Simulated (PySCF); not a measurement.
## Geometry relaxation of C$_{3}$H$_{10}$N$_{2}$Si (part 1 of 2)

The run: geometry relaxation of C$_{3}$H$_{10}$N$_{2}$Si. Method and program: PBE0-D3(BJ)/def2-SVP geometry optimisation, gas phase (PySCF 2.14.0).

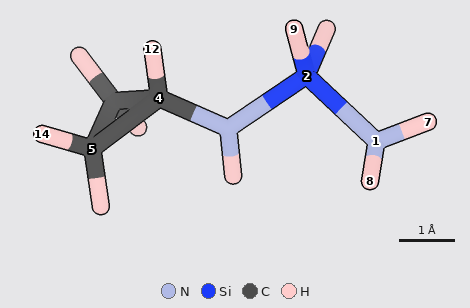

The starting structure (stick view, seen at a tilt; atoms are numbered from 1 in the order of the input).

Summary

| quantity | value |
| --- | --- |
| outcome | converged |
| total energy | −518.704809 hartree |
| dipole moment | 1.27 D |
| point group | C1 |
| hardware | 1 CPU thread, shared host |
| wall time | 2.5 min |
| peak memory | 0.55 GiB |

Input
```
{"job": {"xc": "PBE0", "basis": "def2-SVP", "d3": "d3bj", "grid": 1, "shake": 0.01, "kind": "geom"}, "charge": 0, "multiplicity": 1}
N      2.869110    -0.826080    -0.284110
Si     1.779810     0.443870     0.245340
N      0.240830    -0.348240     0.261480
C     -0.910640     0.288290     0.669750
C     -2.233070    -0.485940     0.680080
C     -2.030010     0.628720    -0.316260
H      3.822490    -0.552160    -0.428180
H      2.816050    -1.684110     0.178680
H      1.972010     0.967780     1.631620
H      1.968570     1.533070    -0.712440
H      0.089180    -1.050040    -0.428780
H     -0.760590     0.994770     1.479380
H     -2.245130    -1.486710     0.319460
H     -2.939780    -0.312810     1.508700
H     -2.583270     1.531380    -0.189230
H     -1.874610     0.355850    -1.337260
```

The first line tells a small driver script what to run in PySCF; the rest is the geometry in Å.

Launched with:
```bash
OMP_NUM_THREADS=1 python <driver script> task.json out
```

The program's output
```
step   0  E = -518.69215020  max force = 0.056849
step   1  E = -518.70076471  max force = 0.007224
step   2  E = -518.70146162  max force = 0.001990
step   3  E = -518.70196436  max force = 0.002886
step   4  E = -518.70229620  max force = 0.003574
step   5  E = -518.70251505  max force = 0.002116
step   6  E = -518.70261863  max force = 0.001635
step   7  E = -518.70265163  max force = 0.001145
step   8  E = -518.70268425  max force = 0.000788
step   9  E = -518.70271258  max force = 0.000720
step  10  E = -518.70273464  max force = 0.001242
step  11  E = -518.70274151  max force = 0.001373
step  12  E = -518.70275171  max force = 0.001020
step  13  E = -518.70280623  max force = 0.000982
step  14  E = -518.70285650  max force = 0.000817
step  15  E = -518.70300092  max force = 0.001422
step  16  E = -518.70315313  max force = 0.001706
step  17  E = -518.70333236  max force = 0.001986
step  18  E = -518.70351848  max force = 0.002484
step  19  E = -518.70395555  max force = 0.004483
step  20  E = -518.70420667  max force = 0.005054
step  21  E = -518.70446836  max force = 0.004244
step  22  E = -518.70472316  max force = 0.001351
step  23  E = -518.70478236  max force = 0.001128
step  24  E = -518.70479628  max force = 0.000723
step  25  E = -518.70480863  max force = 0.000252
optimisation converged
```

Trajectory as extended XYZ (Å, eV, eV/Å), 26 frames, from step=0 to step=25
```
16
Properties=species:S:1:pos:R:3:forces:R:3 step=0 energy=-14114.33232
N     2.8691   -0.8261   -0.2841   -0.6979   2.1493  -0.6350
Si    1.7798    0.4439    0.2453    0.3656  -1.3583   0.0669
N     0.2408   -0.3482    0.2615    1.6380   0.0145   0.0599
C    -0.9106    0.2883    0.6697   -2.9233  -0.0875  -0.2172
C    -2.2331   -0.4859    0.6801    0.2589   1.7281   0.7809
C    -2.0300    0.6287   -0.3163    0.6923  -0.5818   1.1333
H     3.8225   -0.5522   -0.4282    0.5875   0.0320  -0.1975
H     2.8161   -1.6841    0.1787   -0.0399  -1.7440   1.0178
H     1.9720    0.9678    1.6316   -0.0241   0.1838   0.0589
H     1.9686    1.5331   -0.7124    0.1116   0.6022  -0.3574
H     0.0892   -1.0500   -0.4288   -0.0087  -0.6393  -0.6657
H    -0.7606    0.9948    1.4794   -0.0108   0.2222   0.3363
H    -2.2451   -1.4867    0.3195    0.1622  -1.1063  -0.3902
H    -2.9398   -0.3128    1.5087    0.2134  -0.0368  -0.2106
H    -2.5833    1.5314   -0.1892   -0.5398   0.8944   0.1586
H    -1.8746    0.3558   -1.3373    0.2148  -0.2726  -0.9390
16
Properties=species:S:1:pos:R:3:forces:R:3 step=1 energy=-14114.56674
N     2.9419   -0.8790   -0.1008   -0.1180  -0.3156   0.2663
Si    1.7902    0.3627    0.2625    0.0401   0.1335   0.0342
N     0.2326   -0.3964    0.2321   -0.1832  -0.0055  -0.0052
C    -0.9744    0.2599    0.6523    0.1605  -0.0391  -0.1033
C    -2.3012   -0.4304    0.5733    0.1103  -0.3290  -0.0435
C    -2.0042    0.7281   -0.3406   -0.0774   0.0867  -0.1570
H     3.9054   -0.6201   -0.2860   -0.0527  -0.0020  -0.0740
H     2.9041   -1.7495    0.4369    0.0338   0.3715  -0.1596
H     1.8693    1.0310    1.6073   -0.0275  -0.0391   0.0043
H     2.0390    1.4616   -0.7357    0.0531  -0.0919  -0.0107
H     0.0922   -1.0948   -0.4939   -0.0353   0.0670   0.0461
H    -0.8086    0.9054    1.5243   -0.0228  -0.0559  -0.0336
H    -2.3200   -1.4447    0.1445    0.0195   0.2204   0.0410
H    -3.0220   -0.2928    1.3827    0.0073   0.0326   0.0467
H    -2.5394    1.6725   -0.1833    0.0920  -0.0619   0.0272
H    -1.8099    0.4996   -1.3968    0.0003   0.0283   0.1211
16
Properties=species:S:1:pos:R:3:forces:R:3 step=2 energy=-14114.58570
N     2.9181   -0.8944   -0.0728   -0.0007  -0.0921   0.0917
Si    1.7941    0.3771    0.2495   -0.0034   0.0936   0.0116
N     0.2336   -0.3731    0.2210   -0.0600   0.0218  -0.0534
C    -0.9736    0.2636    0.6477    0.1023  -0.0406   0.0074
C    -2.2830   -0.4508    0.5588   -0.0256  -0.0598   0.0535
C    -2.0151    0.7390   -0.3271   -0.0302   0.0309  -0.0610
H     3.8811   -0.6616   -0.2880   -0.0182  -0.0027  -0.0755
H     2.8738   -1.7307    0.5025    0.0268   0.0585   0.0029
H     1.8734    1.0736    1.5789   -0.0485  -0.0181   0.0031
H     2.0776    1.4324   -0.7819    0.0393  -0.0294  -0.0117
H     0.0913   -1.0720   -0.5020    0.0054   0.0035  -0.0018
H    -0.8166    0.8879    1.5344   -0.0256  -0.0037   0.0174
H    -2.2849   -1.4465    0.1019    0.0133   0.0349  -0.0194
H    -2.9977   -0.3470    1.3800    0.0020   0.0102  -0.0047
H    -2.5556    1.6713   -0.1376    0.0189  -0.0048   0.0292
H    -1.8213    0.5443   -1.3866    0.0041  -0.0021   0.0106
16
Properties=species:S:1:pos:R:3:forces:R:3 step=3 energy=-14114.59938
N     2.9049   -0.9135   -0.0205    0.0433   0.1219  -0.0393
Si    1.7977    0.3903    0.2182   -0.0062  -0.0228  -0.0046
N     0.2345   -0.3531    0.1924    0.0598   0.0605  -0.1121
C    -0.9710    0.2576    0.6439   -0.0001  -0.0501   0.0971
C    -2.2691   -0.4729    0.5386   -0.0777   0.1484   0.0722
C    -2.0297    0.7612   -0.2973    0.0268  -0.0244   0.0245
H     3.8622   -0.7147   -0.2871   -0.0036  -0.0024  -0.0583
H     2.8654   -1.6953    0.6190    0.0184  -0.1413   0.1218
H     1.8484    1.1413    1.5175   -0.0373   0.0045   0.0021
H     2.1280    1.3794   -0.8612    0.0245   0.0091  -0.0089
H     0.0941   -1.0540   -0.5281   -0.0009  -0.0317  -0.0072
H    -0.8184    0.8444    1.5562   -0.0145   0.0160   0.0255
H    -2.2615   -1.4400    0.0320    0.0060  -0.0890  -0.0502
H    -2.9746   -0.4149    1.3725   -0.0044  -0.0136  -0.0260
H    -2.5712    1.6782   -0.0526   -0.0306   0.0281   0.0168
H    -1.8446    0.6191   -1.3647   -0.0035  -0.0133  -0.0533
16
Properties=species:S:1:pos:R:3:forces:R:3 step=4 energy=-14114.60841
N     2.9082   -0.9233    0.0357    0.0374   0.1525  -0.0454
Si    1.7990    0.3924    0.1829   -0.0122  -0.0929  -0.0022
N     0.2331   -0.3461    0.1580    0.1088   0.0814  -0.1388
C    -0.9686    0.2430    0.6426   -0.0621  -0.0452   0.1114
C    -2.2668   -0.4857    0.5195   -0.0505   0.1838   0.0322
C    -2.0397    0.7861   -0.2629    0.0490  -0.0395   0.0566
H     3.8542   -0.7530   -0.2849   -0.0003   0.0015  -0.0321
H     2.8871   -1.6512    0.7366    0.0210  -0.1479   0.1100
H     1.8093    1.2031    1.4461   -0.0142   0.0103   0.0005
H     2.1710    1.3172   -0.9383    0.0008   0.0241  -0.0084
H     0.0911   -1.0506   -0.5586   -0.0195  -0.0416   0.0132
H    -0.8124    0.7902    1.5787   -0.0011   0.0168   0.0169
H    -2.2623   -1.4252   -0.0363   -0.0037  -0.0994  -0.0359
H    -2.9640   -0.4674    1.3620   -0.0050  -0.0259  -0.0222
H    -2.5755    1.6902    0.0357   -0.0393   0.0292  -0.0019
H    -1.8685    0.6935   -1.3380   -0.0093  -0.0071  -0.0539
16
Properties=species:S:1:pos:R:3:forces:R:3 step=5 energy=-14114.61437
N     2.9266   -0.9200    0.0830    0.0110   0.0916   0.0243
Si    1.7938    0.3819    0.1545   -0.0012  -0.0988  -0.0091
N     0.2282   -0.3573    0.1258    0.0885   0.0821  -0.1088
C    -0.9657    0.2234    0.6420   -0.0746  -0.0331   0.0697
C    -2.2740   -0.4864    0.5059    0.0005   0.1030  -0.0249
C    -2.0404    0.8085   -0.2342    0.0340  -0.0241   0.0442
H     3.8585   -0.7613   -0.2817   -0.0028   0.0059  -0.0117
H     2.9345   -1.6091    0.8254    0.0159  -0.0651   0.0207
H     1.7617    1.2408    1.3849    0.0077   0.0026   0.0016
H     2.1877    1.2626   -0.9950   -0.0146   0.0169  -0.0048
H     0.0792   -1.0684   -0.5827   -0.0302  -0.0294   0.0379
H    -0.7986    0.7396    1.5942    0.0067   0.0042   0.0034
H    -2.2837   -1.4063   -0.0852   -0.0099  -0.0469  -0.0007
H    -2.9648   -0.4926    1.3534   -0.0031  -0.0225  -0.0060
H    -2.5642    1.7070    0.1033   -0.0219   0.0129  -0.0152
H    -1.8836    0.7506   -1.3147   -0.0060   0.0008  -0.0207
16
Properties=species:S:1:pos:R:3:forces:R:3 step=6 energy=-14114.61718
N     2.9455   -0.9138    0.1118   -0.0072   0.0167   0.0704
Si    1.7936    0.3718    0.1397   -0.0195  -0.0283   0.0052
N     0.2243   -0.3583    0.1109    0.0101   0.0205  -0.0841
C    -0.9689    0.2130    0.6446   -0.0086   0.0184   0.0422
C    -2.2817   -0.4863    0.4951    0.0312   0.0040  -0.0530
C    -2.0423    0.8208   -0.2186    0.0071  -0.0016   0.0140
H     3.8660   -0.7589   -0.2822   -0.0079   0.0057  -0.0064
H     2.9764   -1.5863    0.8711   -0.0006   0.0078  -0.0466
H     1.7433    1.2588    1.3493    0.0160  -0.0021   0.0055
H     2.1930    1.2289   -1.0266   -0.0121  -0.0006  -0.0002
H     0.0660   -1.0796   -0.5852   -0.0053  -0.0284   0.0349
H    -0.7984    0.7120    1.6057    0.0036  -0.0060  -0.0018
H    -2.2960   -1.3964   -0.1140   -0.0092   0.0039   0.0192
H    -2.9721   -0.5099    1.3423    0.0011  -0.0088   0.0068
H    -2.5642    1.7146    0.1361   -0.0011  -0.0034  -0.0148
H    -1.8895    0.7827   -1.3014    0.0023   0.0022   0.0087
16
Properties=species:S:1:pos:R:3:forces:R:3 step=7 energy=-14114.61808
N     2.9579   -0.8979    0.1266    0.0113  -0.0189   0.0589
Si    1.7823    0.3642    0.1343    0.0155  -0.0059  -0.0224
N     0.2200   -0.3776    0.0991   -0.0158   0.0414  -0.0046
C    -0.9656    0.2013    0.6443   -0.0112  -0.0086  -0.0071
C    -2.2858   -0.4823    0.4917    0.0190  -0.0431  -0.0414
C    -2.0339    0.8267   -0.2125   -0.0180   0.0134  -0.0079
H     3.8702   -0.7332   -0.2819   -0.0059  -0.0015  -0.0025
H     3.0065   -1.5689    0.8865   -0.0117   0.0311  -0.0549
H     1.7152    1.2610    1.3361    0.0055  -0.0070   0.0017
H     2.1742    1.2164   -1.0384   -0.0026  -0.0016   0.0041
H     0.0575   -1.1098   -0.5843   -0.0019  -0.0051   0.0405
H    -0.7864    0.6927    1.6078    0.0017  -0.0150  -0.0023
H    -2.3113   -1.3895   -0.1224   -0.0028   0.0241   0.0189
H    -2.9742   -0.5074    1.3405    0.0019   0.0056   0.0078
H    -2.5475    1.7234    0.1474    0.0063  -0.0096  -0.0058
H    -1.8839    0.7940   -1.2960    0.0089   0.0008   0.0169
16
Properties=species:S:1:pos:R:3:forces:R:3 step=8 energy=-14114.61897
N     2.9591   -0.8943    0.1283    0.0120  -0.0154   0.0248
Si    1.7852    0.3684    0.1353   -0.0010   0.0227  -0.0054
N     0.2206   -0.3677    0.1045   -0.0405   0.0056  -0.0092
C    -0.9696    0.2036    0.6479    0.0258   0.0120  -0.0022
C    -2.2846   -0.4874    0.4865    0.0072  -0.0400  -0.0196
C    -2.0373    0.8248   -0.2129   -0.0187   0.0133  -0.0127
H     3.8688   -0.7329   -0.2871   -0.0052  -0.0047  -0.0036
H     3.0086   -1.5699    0.8831   -0.0127   0.0189  -0.0282
H     1.7255    1.2675    1.3356   -0.0004  -0.0022   0.0011
H     2.1750    1.2168   -1.0407    0.0022  -0.0015   0.0043
H     0.0584   -1.1090   -0.5687    0.0163  -0.0150   0.0235
H    -0.7969    0.6933    1.6133   -0.0019  -0.0115   0.0035
H    -2.3023   -1.3937   -0.1284    0.0002   0.0163   0.0065
H    -2.9765   -0.5192    1.3325    0.0026   0.0102   0.0044
H    -2.5588    1.7175    0.1450    0.0051  -0.0073   0.0020
H    -1.8801    0.7955   -1.2953    0.0089  -0.0015   0.0108
16
Properties=species:S:1:pos:R:3:forces:R:3 step=9 energy=-14114.61974
N     2.9591   -0.8834    0.1321    0.0121   0.0077  -0.0236
Si    1.7849    0.3780    0.1351   -0.0066   0.0245   0.0029
N     0.2218   -0.3602    0.1100   -0.0370  -0.0061  -0.0061
C    -0.9725    0.2028    0.6519    0.0338   0.0088  -0.0007
C    -2.2814   -0.4963    0.4787   -0.0109  -0.0128   0.0090
C    -2.0393    0.8212   -0.2120   -0.0093   0.0083  -0.0103
H     3.8647   -0.7285   -0.2940   -0.0004  -0.0071  -0.0014
H     3.0084   -1.5638    0.8809   -0.0087  -0.0076   0.0137
H     1.7278    1.2823    1.3317   -0.0036   0.0028  -0.0010
H     2.1728    1.2199   -1.0458    0.0031   0.0040   0.0035
H     0.0651   -1.1177   -0.5456    0.0223  -0.0202   0.0086
H    -0.8074    0.6875    1.6211   -0.0063  -0.0061   0.0085
H    -2.2904   -1.3995   -0.1397    0.0039  -0.0012  -0.0088
H    -2.9772   -0.5364    1.3212    0.0025   0.0103  -0.0016
H    -2.5694    1.7085    0.1461    0.0001  -0.0017   0.0093
H    -1.8721    0.7988   -1.2927    0.0052  -0.0035  -0.0019
16
Properties=species:S:1:pos:R:3:forces:R:3 step=10 energy=-14114.62034
N     2.9618   -0.8589    0.1404    0.0084   0.0251  -0.0639
Si    1.7804    0.3947    0.1315   -0.0063   0.0140   0.0031
N     0.2237   -0.3562    0.1165   -0.0143  -0.0066   0.0058
C    -0.9753    0.1948    0.6584    0.0238  -0.0055  -0.0047
C    -2.2774   -0.5114    0.4651   -0.0267   0.0181   0.0300
C    -2.0394    0.8155   -0.2078    0.0055   0.0035  -0.0061
H     3.8596   -0.7149   -0.3049    0.0061  -0.0064   0.0036
H     3.0134   -1.5425    0.8846   -0.0024  -0.0270   0.0479
H     1.7191    1.3118    1.3180   -0.0036   0.0064  -0.0023
H     2.1629    1.2248   -1.0592    0.0003   0.0096   0.0020
H     0.0802   -1.1423   -0.5071    0.0179  -0.0197  -0.0038
H    -0.8211    0.6679    1.6351   -0.0118   0.0001   0.0124
H    -2.2761   -1.4076   -0.1627    0.0075  -0.0156  -0.0197
H    -2.9793   -0.5641    1.3018    0.0014   0.0052  -0.0056
H    -2.5795    1.6944    0.1552   -0.0037   0.0031   0.0131
H    -1.8577    0.8072   -1.2860   -0.0021  -0.0043  -0.0119
16
Properties=species:S:1:pos:R:3:forces:R:3 step=11 energy=-14114.62053
N     2.9687   -0.8242    0.1507    0.0004   0.0171  -0.0706
Si    1.7717    0.4133    0.1229   -0.0035   0.0046  -0.0028
N     0.2259   -0.3597    0.1234    0.0107  -0.0013   0.0180
C    -0.9777    0.1784    0.6669    0.0071  -0.0186  -0.0094
C    -2.2749   -0.5295    0.4479   -0.0291   0.0342   0.0310
C    -2.0364    0.8094   -0.1993    0.0172   0.0006  -0.0013
H     3.8565   -0.6923   -0.3170    0.0108  -0.0004   0.0084
H     3.0271   -1.5048    0.8968    0.0033  -0.0229   0.0520
H     1.6999    1.3504    1.2931   -0.0005   0.0059  -0.0020
H     2.1426    1.2279   -1.0819   -0.0039   0.0100  -0.0003
H     0.1006   -1.1784   -0.4603    0.0061  -0.0138  -0.0067
H    -0.8357    0.6345    1.6539   -0.0159   0.0021   0.0112
H    -2.2649   -1.4150   -0.1947    0.0089  -0.0160  -0.0189
H    -2.9842   -0.5967    1.2773    0.0005  -0.0030  -0.0059
H    -2.5842    1.6791    0.1739   -0.0032   0.0045   0.0108
H    -1.8399    0.8206   -1.2747   -0.0090  -0.0029  -0.0135
16
Properties=species:S:1:pos:R:3:forces:R:3 step=12 energy=-14114.62081
N     2.9847   -0.7561    0.1673   -0.0095  -0.0204  -0.0524
Si    1.7510    0.4423    0.1005    0.0042   0.0002  -0.0157
N     0.2295   -0.3766    0.1371    0.0380   0.0155   0.0270
C    -0.9808    0.1406    0.6847   -0.0139  -0.0338  -0.0103
C    -2.2728   -0.5602    0.4159   -0.0264   0.0418   0.0151
C    -2.0261    0.8005   -0.1780    0.0316  -0.0060   0.0056
H     3.8537   -0.6439   -0.3382    0.0146   0.0141   0.0124
H     3.0626   -1.4199    0.9270    0.0094  -0.0002   0.0348
H     1.6568    1.4206    1.2348    0.0058   0.0020  -0.0001
H     2.0923    1.2239   -1.1344   -0.0101   0.0046  -0.0039
H     0.1393   -1.2479   -0.3717   -0.0144  -0.0067  -0.0027
H    -0.8607    0.5618    1.6908   -0.0216   0.0005   0.0088
H    -2.2506   -1.4222   -0.2580    0.0097  -0.0050  -0.0086
H    -2.9956   -0.6545    1.2306   -0.0018  -0.0137  -0.0037
H    -2.5827    1.6544    0.2181    0.0019   0.0055   0.0031
H    -1.8057    0.8503   -1.2476   -0.0176   0.0015  -0.0094
```
